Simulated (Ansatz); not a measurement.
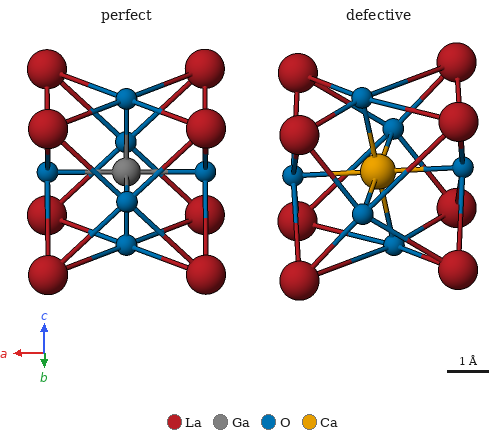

Left: perfect LaGaO3. Right: the same region with one point defect, after relaxing the atoms in a supercell of 40 sites. Style: ball-and-stick. Shown: the atoms within 3.8 Å of one point, from a free direction.

These are results of DFT, PBEsol, PAW, plane waves (Ansatz 0.2.0), not measurements. Set-up: plane-wave cutoff 420 eV; k-point mesh 1 × 1 × 1; mesh shifted by (0.25, 0.25, 0.25); collinear spin. Fermi-Dirac smearing of 0.01 eV. The axes drawn are those of the host's conventional cell.

Question: Which defect is it?

Answer: A gallium atom is replaced by calcium.

The charge state of the cell is 0.

Question: What does the relaxation do around it?

Answer: In the host the Ga atom has 6 O at 1.93 Å; the Ca atom ends with 6 O at 2.13 to 2.14 Å. Of the host's atoms, an oxygen atom moves furthest from its site, by 0.55 Å. The cell's net moment is 1.00 μB.

Limits of the set-up: the periodic images lie only 7.7 Å apart, so the values are limited by the cell's size.
